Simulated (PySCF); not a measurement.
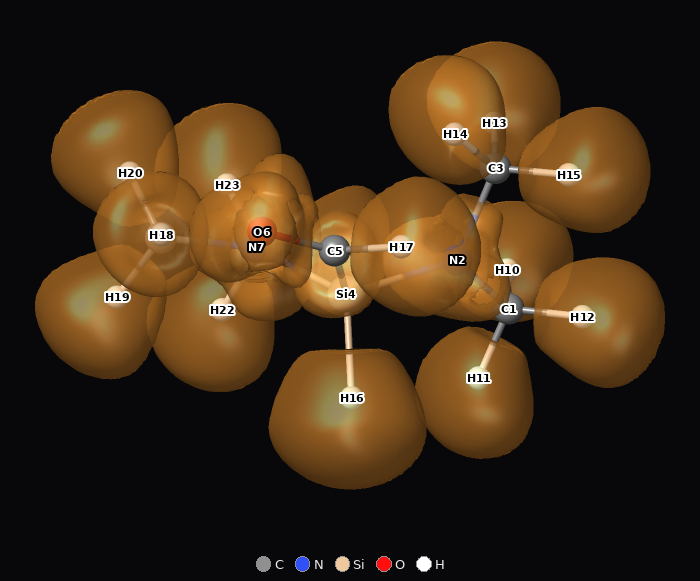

Figure 1: C$_{5}$H$_{14}$N$_{2}$OSi. Isosurface of the electron localisation function at 0.75 (orange), seen from one side. Core shells and regions of very low density are left out.

Geometry: GFN2-xTB.

Method: PBE0/pcSseg-1, SCF density, gas phase, non-relativistic (PySCF).

Input

```
{"job": {"kind": "nmr", "xc": "PBE0", "basis": "pcSseg-1"}, "charge": 0, "multiplicity": 1}
C      2.265037    -0.298849     1.099432
N      1.479599     0.236799     0.019073
C      1.995188    -0.144478    -1.274059
Si    -0.106255     0.854784     0.247709
C     -0.362606     2.116143    -1.169627
O     -1.418086     2.446231    -1.649034
N     -1.355937    -0.325480     0.168804
C     -2.731683    -0.003858    -0.146633
C     -1.242248    -1.572196     0.892796
H      2.277248    -1.396120     1.087322
H      1.857428     0.032334     2.049786
H      3.299564     0.048716     1.018881
H      2.011191    -1.233861    -1.395063
H      1.375351     0.279598    -2.059475
H      3.019612     0.224262    -1.390101
H     -0.017346     1.627588     1.501617
H      0.561142     2.619342    -1.531656
H     -2.771434     0.917664    -0.717581
H     -3.331383     0.115714     0.762445
H     -3.168470    -0.809847    -0.742338
H     -0.195090    -1.807022     1.058598
H     -1.745824    -1.521345     1.865003
H     -1.699751    -2.379133     0.314179
```

Run with:

```sh
OMP_NUM_THREADS=1 python probes_run.py task.json out
```

Where are the electrons localised?

Answer. The surface consists of one region between bonded C–Si atoms (shared pairs), 14 regions around hydrogen nuclei, two regions on N in which the atom's valence shell and bonds are merged and one region on O in which the atom's valence shell and bonds are merged. Along the contacts the grid gives the following. C–O (1.21 Å): the ELF peaks at about 0.85 between the atoms (a short, multiple covalent bond). C–N (1.44 Å): the ELF peaks at about 0.90 between the atoms: localised, covalent bonding.
